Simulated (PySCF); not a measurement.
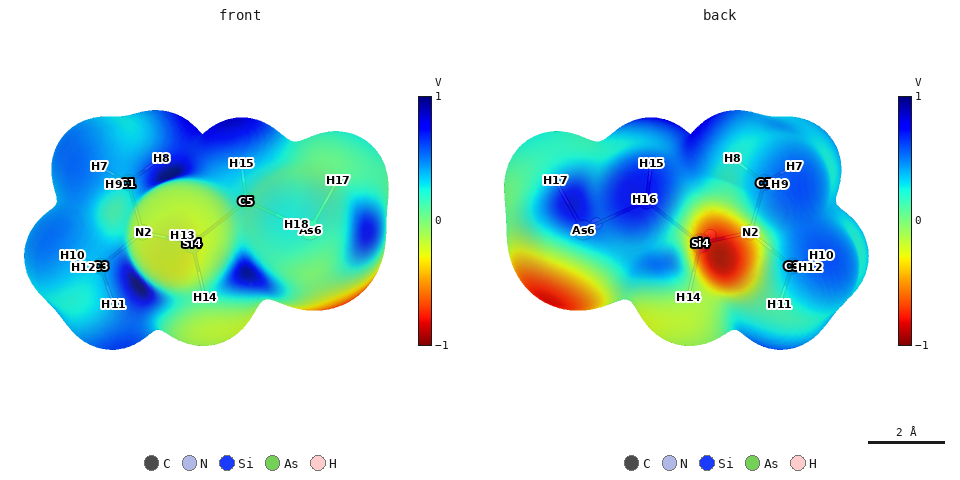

C3H12AsNSi. The electrostatic potential painted on the density surface at 0.002 e/bohr³, seen from the front and from behind; the colour scale runs from red (negative) to blue (positive).

Geometry: GFN2-xTB.

Computed with PySCF 2.14.0, CAM-B3LYP/def2-SVPD, SCF density, gas phase.

```yaml
atoms:
  - { symbol: C, position_ang: [-1.7067, 0.9536, 0.1470] }
  - { symbol: N, position_ang: [-1.1321, -0.2554, -0.3890] }
  - { symbol: C, position_ang: [-2.1213, -1.2826, -0.5803] }
  - { symbol: Si, position_ang: [0.5071, -0.7084, -0.1363] }
  - { symbol: C, position_ang: [1.5892, 0.8402, -0.2961] }
  - { symbol: As, position_ang: [3.4393, 0.2948, -0.7127] }
  - { symbol: H, position_ang: [-2.1933, 0.7762, 1.1141] }
  - { symbol: H, position_ang: [-0.9345, 1.7059, 0.2806] }
  - { symbol: H, position_ang: [-2.4603, 1.3422, -0.5450] }
  - { symbol: H, position_ang: [-2.5565, -1.6106, 0.3714] }
  - { symbol: H, position_ang: [-1.6641, -2.1416, -1.0618] }
  - { symbol: H, position_ang: [-2.9293, -0.9083, -1.2142] }
  - { symbol: H, position_ang: [0.8099, -1.3441, 1.1681] }
  - { symbol: H, position_ang: [0.7926, -1.6790, -1.2037] }
  - { symbol: H, position_ang: [1.5724, 1.4332, 0.6180] }
  - { symbol: H, position_ang: [1.2322, 1.4740, -1.1102] }
  - { symbol: H, position_ang: [4.0892, 1.5264, -0.1171] }
  - { symbol: H, position_ang: [3.6574, -0.4103, 0.5966] }
```

Where is the surface potential most negative and most positive?

Answer. The most negative region (about −0.9 V, or −21 kcal/mol for a unit charge) lies over N2 and As6, the most positive (about +1.0 V, or +23 kcal/mol for a unit charge) over Si4.

What dipole moment does the calculation give?

Answer. Its dipole moment is 1.61 D.
